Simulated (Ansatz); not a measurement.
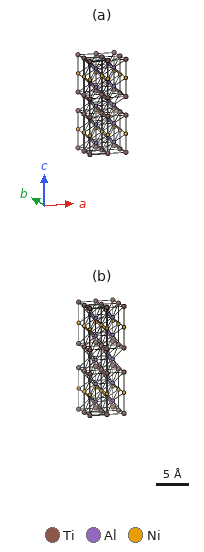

The structure of crystalline Ti3Al5Ni2 (a generated structure, set up in P4/mmm) (coarse preliminary run) before (top) and after (bottom) a relaxation, at one scale.

The picture is a ball-and-stick view of the cell of the calculation, repeated 2 × 2 × 1 with one cell outlined, seen from a free direction.

These are results of Ansatz, DFT PBE, scalar-relativistic, plane waves, PAW, not measurements. (plane-wave cutoff 420 eV; k-point mesh 6 × 6 × 1; occupations gaussian; smearing width 0.1 eV; collinear spin; cell and atoms relaxed; force threshold 0.04 eV/Å; at most 70 steps)

Describe what moved and what it gained.

The largest moves relative to the cell, 0.42 Å, are those of Al atoms. By element the largest moves are Al 0.42 Å, Ti 0.23 Å, Ni 0.11 Å. The drawn cell changes as follows: a = b 3.044 → 2.884 Å (−5.2 %), c 15.219 → 17.503 Å (+15.0 %); the volume changes by +3.3 %. Some distances before and after: Ti–Ti 3.044 → 3.956 Å, Ni–Ti 3.044 → 3.390 Å, Al–Ti 2.636 → 2.841 Å, Al–Ti 2.636 → 2.821 Å. The space group stays P4/mmm (No. 123). Over 6 accepted moves (8 points after the start) the energy falls by 218 meV per atom. The largest force component goes from 2.1 to 0.0068 eV/Å. The pressure goes from 5.66 to 0.14 GPa. The SCF was repeated twice at an unchanged geometry on a basis and grid sized afresh for the cell, which shifted the energy by 3.1 meV per atom at most. The program noted that the starting moments weren't kept. Cost: 2.2 min on 1 thread of Arm Neoverse V2 (shared host), peak memory 0.52 GiB.
